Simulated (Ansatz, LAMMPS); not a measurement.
# Amorphous 86SiO2-14B2O3 (mol %) (92 atoms): relaxation and levels of theory

Which bonds does the relaxation leave, and how do the Kohn-Sham gap, forces and pressure change with k-mesh and functional?

Calculated with Ansatz 0.2.0: Kohn-Sham DFT, PBE, PAW (set soft_2), plane waves; cutoff 420 eV, Γ point, fermi-dirac smearing of 0.025 eV.

**The cell**

Density at the start: 2.13 g/cm³. The cell holds 92 atoms: 24 Si, 8 B and 60 O. Its edges and angles: a = 11.028 Å, b = 11.028 Å, c = 11.028 Å, α = 90.0°, β = 90.0°, γ = 90.0°. 92 atoms (24 Si, 8 B, 60 O) placed at random at 2.13 g/cm³, melted at 4000 K for 10 ps at fixed volume with the Buckingham and Coulomb pair potential of Guillot and Sator (Geochim. Cosmochim. Acta 71, 1249 (2007)) with the boron terms of Wang et al. (J. Non-Cryst. Solids 498, 294 (2018)). Quenched from 4000 K to 300 K at 100 K/ps and fixed volume, held 5 ps, then minimised at fixed cell.

Cell and atoms were relaxed with PBE. The walk converged after 53 steps by the program's count, with a largest force component of 0.0204 eV/Å; it began at an r.m.s. force component of 0.72 eV/Å. The edges went from 11.028, 11.028, 11.028 to 10.696, 10.986, 10.887 Å, and the volume from 14.577 to 13.845 Å³ an atom (-5.0 %).

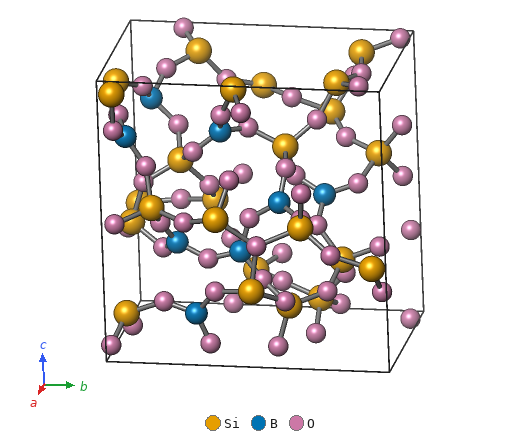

The relaxed cell. Bonds to atoms that aren't drawn are left out. Some periodic images of atoms are drawn too.

The input of the reference single point:

```yaml
crystal:
  lattice:
    - [10.68796, 0.12847, -0.39808]
    - [0.12847, 10.98145, -0.2864]
    - [-0.39808, -0.2864, 10.87564]
  atoms:
    - { symbol: Si, position: [0.44173, 0.77774, 0.90302] }
    - { symbol: Si, position: [0.99228, 0.05027, 0.95299] }
    - { symbol: Si, position: [0.51954, 0.78604, 0.28917] }
    - { symbol: Si, position: [0.76966, 0.45356, 0.9377] }
    [... 86 atom lines left out ...]
    - { symbol: O, position: [0.64891, 0.47927, 0.45381] }
    - { symbol: O, position: [0.31079, 0.0047, 0.32897] }
kpoints:
  mp_grid: { grid: [1, 1, 1] }
hamiltonian:
  xc: pbe
scf:
  occupations: { method: fermi_dirac, width: 0.025 }
output:
  forces: true
  stress: true
  populations: true
  dos:
    method: { smearing: { sigma: 0.08 } }
    de: 0.05
    projected: { site_lists: { B: [B], O: [O], Si: [Si] } }
  eigenvalues: true
  write_density: true
  write_potential: true
  volumetric_format: npy
```

**Bonds after relaxation**

Bonds by pair of elements; cutoffs follow the first minimum of g(r), held within bounds set by covalent radii, and pairs that aren't listed don't count as bonded:

```csv
pair A-B,cutoff (Å),bonds,mean length (Å),spread (Å),shortest (Å),B about A,A about B
O-Si,2.16,96,1.64,0.042,1.59,1.6,4
O-B,1.83,25,1.39,0.044,1.35,0.417,3.12
```

How many atoms have how many bonded neighbours:

| element | mean | 2 | 3 | 4 |
| --- | --- | --- | --- | --- |
| B | 3.12 | 0 | 7 | 1 |
| O | 2.02 | 59 | 1 | 0 |
| Si | 4 | 0 | 0 | 24 |

**Levels of theory**

Single points at the relaxed geometry:

```
functional  k-mesh  Kohn-Sham gap (eV)  pressure (GPa)  r.m.s. force component (eV/Å)  SCF cycles     time
       PBE   1×1×1               3.852           -0.01                          0.006           8     21 s
       PBE   2×2×2               3.853           -0.01                          0.006           8  3.2 min
     HSE06   1×1×1               5.660           -4.76                          0.191          16  4.7 min
    r2SCAN   1×1×1               4.523           -4.56                          0.159           9     50 s
    PBEsol   1×1×1               3.808           -2.44                          0.060           9     21 s
```

The gap is that between the highest filled and lowest empty Kohn-Sham level on the run's k-points. Cutoffs: 420 eV for PBE, HSE06 and PBEsol; 500 eV for r2SCAN. Times come from shared hosts and are rough.

**Findings**

By these cutoffs 88 % of B atoms have 3, 98 % of O atoms have 2 and 100 % of Si atoms have 4 neighbours. The Kohn-Sham gap is 3.85 eV with PBE on the 1×1×1 mesh and 3.85 eV on 2×2×2. On the 1×1×1 mesh HSE06 changes the gap by +1.81 eV against PBE. Carrying that shift over to the 2×2×2 mesh gives 3.85 + 1.81 = 5.66 eV, an estimate that takes the shift to be alike at all k-points. On the reference's mesh the gap changes with r2SCAN by +0.67 eV and PBEsol by -0.04 eV. Against the reference the pressure changes with HSE06 by -4.8 GPa, r2SCAN by -4.5 GPa and PBEsol by -2.4 GPa; a negative change means a smaller volume than PBE would take. The denser mesh moves the energy by -0.5 meV/atom and the pressure by +0.00 GPa.

Limits: All single points share the geometry relaxed with PBE. The volume changed by -5.0 % on relaxing; in so small a cell, on this mesh and at this cutoff, the relaxed density is rough. One sample; tail or defect levels can set the gap of a disordered cell. The quench rate of 100 K/ps is many orders above laboratory rates, so the cell is likely richer in defects and strain than a real sample. The network of bonds at the start is that of the classical potential that made the cell, and needn't be the one that DFT or experiment would give. In some runs the program notes that the exchange-correlation potential is rough where the density is thin, it cut back its work space to fit the memory limit, the exchange threshold is loose for the stress and the SCF threshold is loose for the stress.

[Logs are printed without paths, hosts, clocks, repeated set-up lines and the standing remarks that a program may print on its own settings, such as how far it seeks lower states.]

[Hosts, paths, dates, database ids (printed as entryN), source tags and the programs' standing remarks are cut or masked in the printed files.]
